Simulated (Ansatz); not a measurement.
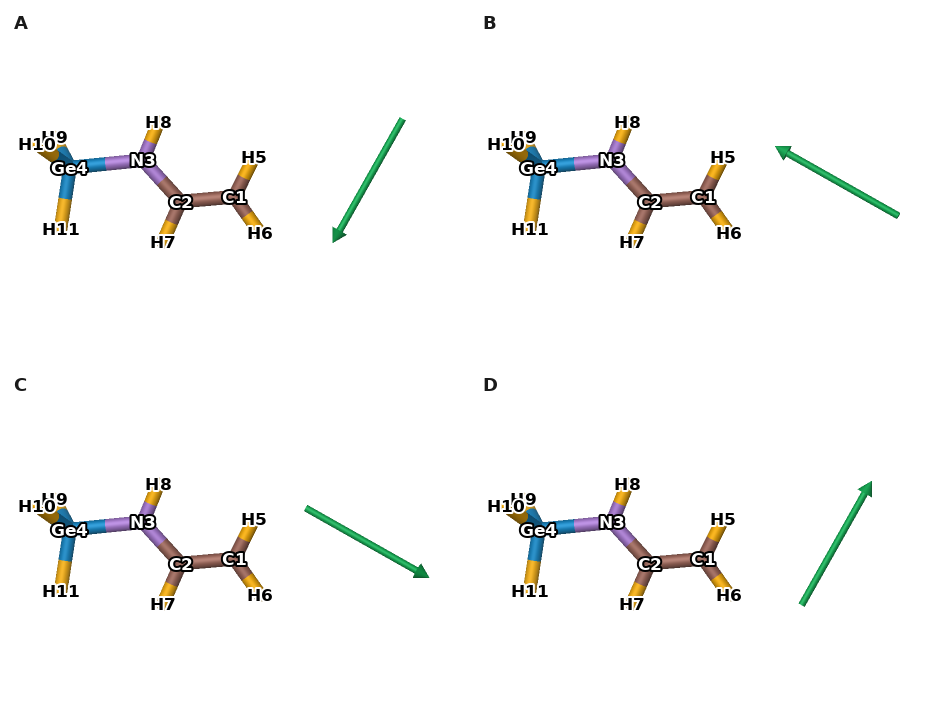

The same molecule four times, each with an arrow. The computed structure is the end point of a PBE-D4/def2-SVP optimisation. No frequency run is at hand to confirm it as a minimum. Properties computed with RKS PBE-D4/def2-SVP (Ansatz 0.2.0).

### Which arrow points along the dipole moment, from the negative to the positive end?

B. The dipole moment is 1.52 D; it points from the side of H6 to the side of H9, H10 (the outermost atoms at the two ends).
